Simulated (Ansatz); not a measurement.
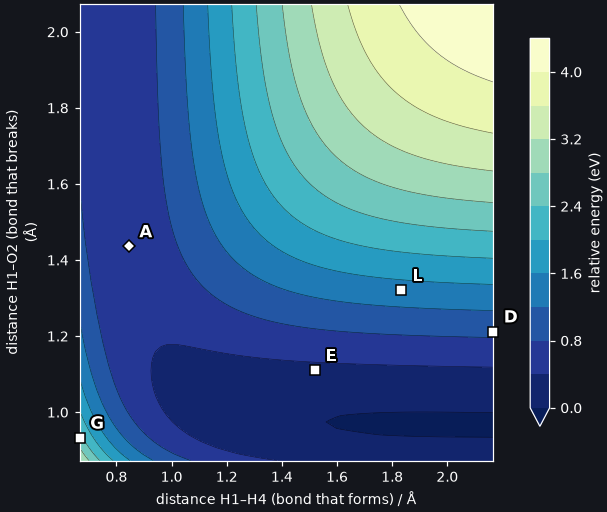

The reacting system H₅OSi (fragments H₄OSi + H where the first distance is long, H₂ + H₃OSi where the second is long), spin multiplicity 2. Coordinates scanned: (1) distance H1–H4 (bond that forms); (2) distance H1–O2 (bond that breaks). Relaxed at each point: all other coordinates. The scan uses a 12 × 12 grid. Points are written as (first, second). Energies are in eV, from the lowest grid point. In part of the range the unrestricted reference is strongly spin-contaminated. Computed with UKS B3LYP-D4/def2-SVP in Ansatz 0.2.0.

Drawn: filled contours, lettered points. Between grid points the surface is interpolated.

> Is E the lowest point of the computed grid?

No. E lies 0.31 eV above the lowest grid point, which is at (2.166 Å, 0.933 Å).

> What kind of point is each of A, E, L: minimum, saddle, maximum or slope?

A: saddle point; E: on a slope; L: on a slope. (In these two coordinates alone; a stationary point may lie a little off the grid point.)

> Rank the lettered points by energy, lowest first.

E (0.31 eV), A (0.53 eV), D (0.89 eV), L (1.45 eV), G (2.54 eV).
